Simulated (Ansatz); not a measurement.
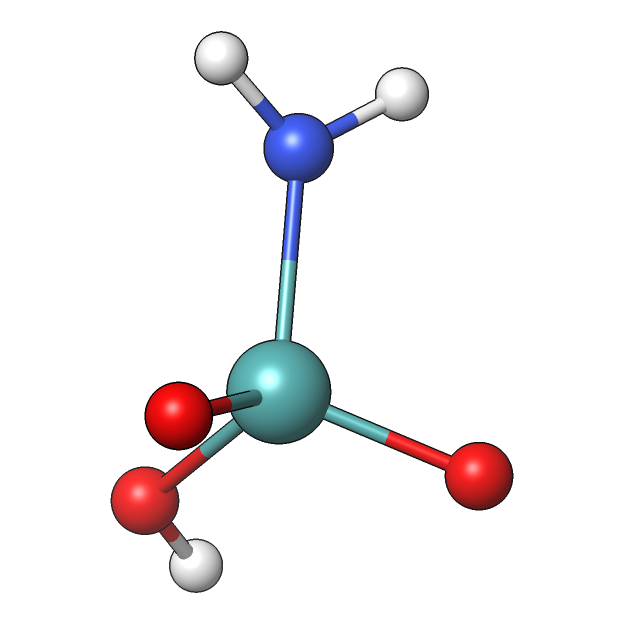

Rendered structure (ball-and-stick style). Every bond is drawn as one stick, whatever its order. Colours: nitrogen blue, molybdenum teal, oxygen red, hydrogen white.

The species is neutral and a spin singlet.

What is the molecular formula?

Answer. H₃MoNO₃, 8 atoms: 3 hydrogen, 1 molybdenum, 1 nitrogen and 3 oxygen.

How many sets of symmetry-equivalent atoms are there?

Answer. 8: 1 N, 1 Mo, 1 O, 1 O, 1 O, 1 H, 1 H, 1 H.

What is its SMILES?

Answer. [NH2][Mo](=[O])(=[O])[OH]

Count the bonded pairs by element.

Answer. 3 Mo–O, 2 N–H, 1 Mo–N, 1 O–H.

More results for the same structure follow; atom numbers are the same in all pictures, views and colours differ. Computed geometry: PBE0-D4/def2-TZVP optimisation.

### Dipole moment

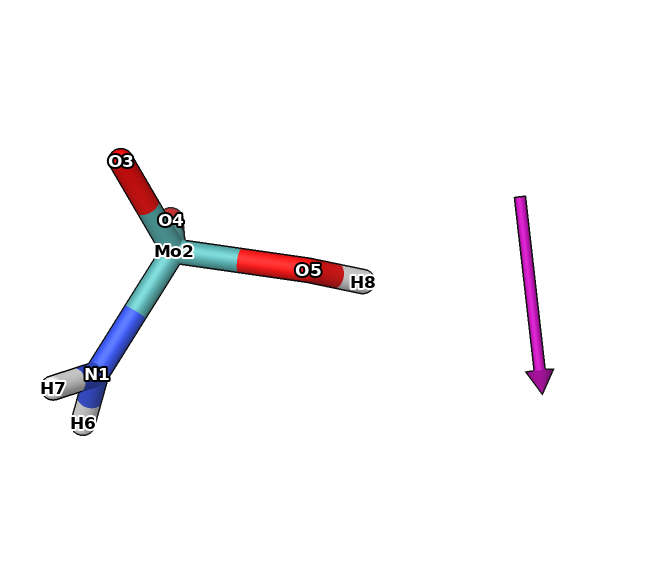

The arrow beside the molecule shows the direction of the dipole moment, from the negative to the positive end (its length means nothing). Properties computed with RKS PBE0-D4/def2-TZVP, core potentials on Mo (Ansatz 0.2.0).

How large is the dipole moment?

Answer. 3.70 D; it points from the side of O3 to the side of H6 (the outermost atoms at the two ends).

### Vibrations

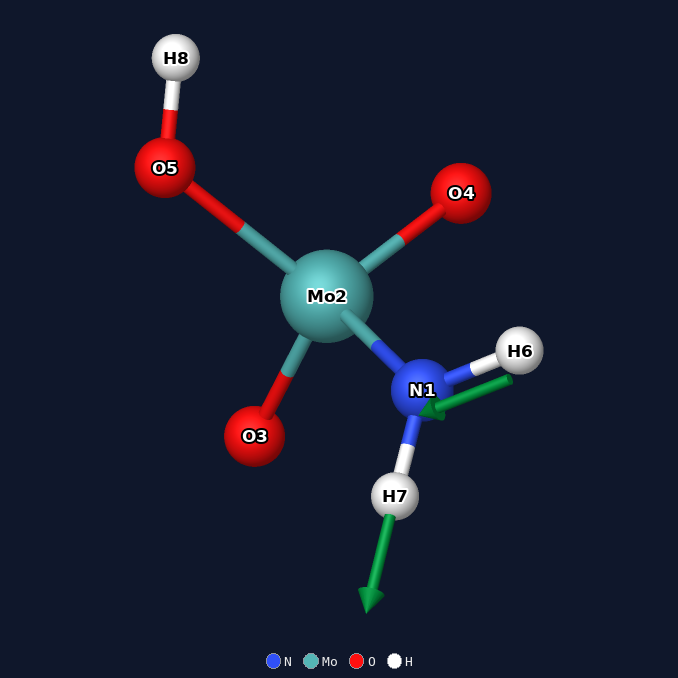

The arrows show one normal mode. Harmonic vibrations computed with RKS PBE0-D4/def2-TZVP, core potentials on Mo (Ansatz 0.2.0) at a stationary point of the same level.

What kind of motion is it?

Answer. Mostly out-of-phase stretching of 2 N–H bonds.

At what wavenumber does it lie?

Answer. 3687 cm⁻¹; it is mode 17 of 18 counted from the lowest.

### Electronic properties

Properties computed with RKS CAM-B3LYP-D4/def2-TZVPP, core potentials on Mo (Ansatz 0.2.0).

Give the HOMO energy (Kohn–Sham orbital) at this level.

Answer. −9.86 eV.

Give the HOMO–LUMO gap at this level.

Answer. 9.00 eV.

What is the dispersion correction?

Answer. −15.8 kJ/mol.

### Charges

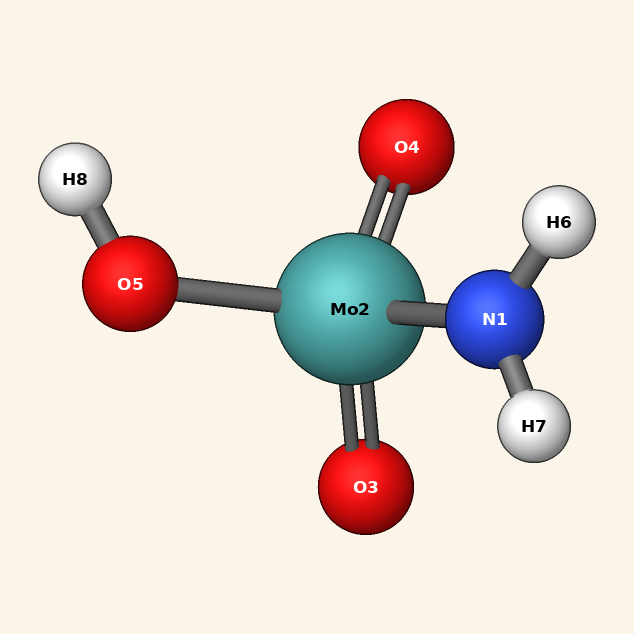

The questions are on Mulliken charges. Method: RKS PBE-D4/def2-TZVPP, core potentials on Mo (Ansatz 0.2.0).

Which atom carries the highest charge (most positive or least negative)?

Answer. Mo2 (1.36 e).

And the lowest?

Answer. N1 (−0.51 e).

List the Mulliken charges.

| atom | value (e) |
| --- | --- |
| N1 | −0.51 |
| Mo2 | 1.36 |
| O3 | −0.48 |
| O4 | −0.47 |
| O5 | −0.48 |
| H6 | 0.19 |
| H7 | 0.19 |
| H8 | 0.21 |

Mulliken values depend strongly on the basis set and can even reverse the polarity of a bond.
